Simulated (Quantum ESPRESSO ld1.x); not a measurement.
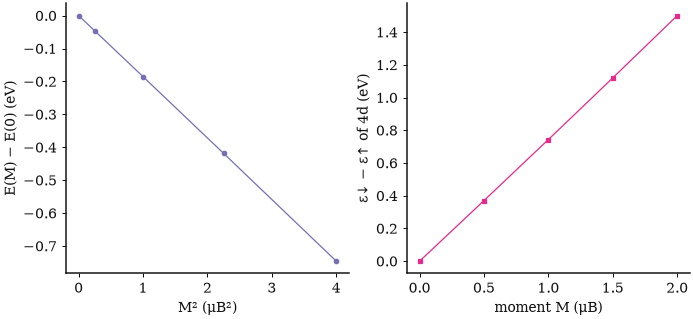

For Nb³⁺ in [Kr] 4d2, the spin moment of the 4d shell is fixed at a series of values. Method: non-relativistic Kohn-Sham, LDA (Slater exchange, VWN5 correlation), spin-polarised, spherical densities, point nucleus; computed with Quantum ESPRESSO ld1.x 7.5. The plot shows the energy and the exchange splitting.

**What is the spin-polarisation energy, and which exchange integral follows?**

The energy falls with the moment, to −0.746 eV at M = 2 μB, the largest moment run, in line with Hund's first rule (at fractional spins the functional's fractional-spin error adds to the fall). A fit E = −I M²/4 gives an exchange integral I of about 0.75 eV, and the exchange splitting grows nearly in proportion to M, to 1.50 eV (0.75 eV per μB).
